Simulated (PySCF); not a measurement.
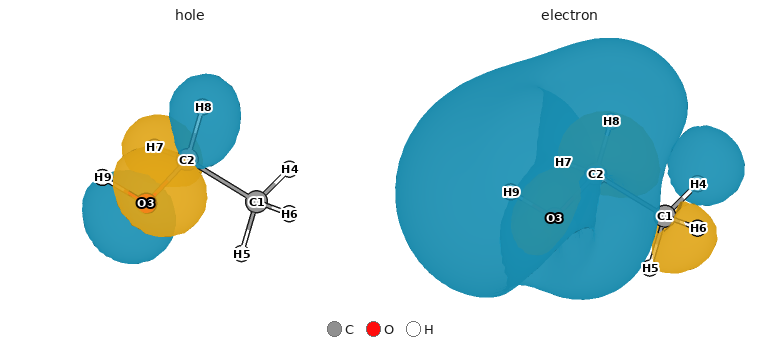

Figure. C2H6O, SMILES `CCO`. Leading natural transition orbital pair of S₁ (TDA singlet states); the surfaces enclose about 85 % of each orbital's density.

Level of theory: PBE0/cc-pVDZ (PySCF), at a geometry from GFN2-xTB. No frequency check shows the geometry to be a minimum. Without diffuse functions Rydberg states are missing, so the states' numbers hold for this basis only.

Input

```python
import numpy as np
from pyscf import gto, scf, dft, tdscf
from pyscf.scf import atom_ks, atom_hf
from scipy.linalg import block_diag

def solve(mol, dm0=None, hcore=None):
    mf = (dft.UKS if mol.spin else dft.RKS)(mol, xc='pbe0')
    mf.grids.level = 3
    mf = mf.density_fit(auxbasis='def2-universal-jkfit')
    mf.conv_tol, mf.max_cycle = 1e-8, 80
    if hcore is not None:
        mf.get_hcore = lambda *args: hcore
    mf.kernel(dm0)
    if not mf.converged:
        mf = mf.newton().run(mf.mo_coeff, mf.mo_occ, max_cycle=30)
    assert mf.converged, 'SCF not converged'
    return mf

mol = gto.M(atom='''
C      1.22712    -0.21960    -0.00021
C     -0.08902     0.54208    -0.00007
O     -1.14696    -0.39404    -0.00016
H      2.06111     0.47643     0.00099
H      1.28597    -0.85103    -0.88135
H      1.28460    -0.85261     0.88168
H     -0.14807     1.18563    -0.89004
H     -0.14945     1.18404     0.89180
H     -1.98705     0.07500    -0.00016
''', basis='cc-pvdz', charge=0, spin=0, verbose=4)
mf = solve(mol)
td = mf.TDA()
td.nstates, td.singlet, td.conv_tol = 4, True, 1e-5
td.kernel()
td.analyze()
x, y = np.array([p[0] for p in td.xy]), np.array([p[1] + 0 * p[0] for p in td.xy])
f, mu = td.oscillator_strength(), td.transition_dipole()
nto = [td.get_nto(state=i + 1, verbose=4) for i in range(len(td.e))]
# spherically averaged free atoms, for the promolecule
atm = atom_ks.get_atm_nrks(mol, xc='pbe0')
pro = block_diag(*[(atm[a[0]][2] * atm[a[0]][3]) @ atm[a[0]][2].T for a in mol._atom])
np.savez('result.npz', e=td.e, f=f, ok=td.converged, w=[n[0] for n in nto], nto=[n[1] for n in nto], x=x, y=y, c=mf.mo_coeff, occ=mf.mo_occ, eps=mf.mo_energy, pro=pro, mu=mu)
```

Run with:

```sh
OMP_NUM_THREADS=1 python input.py
```

The run took 30 s on 1 thread of Intel(R) Xeon(R) 6975P-C (Granite Rapids), on a shared host, peak memory 0.44 GiB.

Question: What kind of excitation is it, and where does it lie?

Answer: 7.50 eV (165 nm), f = 0.001 (very weak), n → σ*; the leading pair carries 100 %; hole on O3 (67 %), C2 (12 %) and H7 and H8 (7 % each), electron on H9 (44 %), O3 (20 %) and C2 (12 %); their centroids lie 0.8 Å apart. In canonical orbitals it is mainly HOMO → LUMO (94 %). The HOMO–LUMO gap is 9.31 eV.
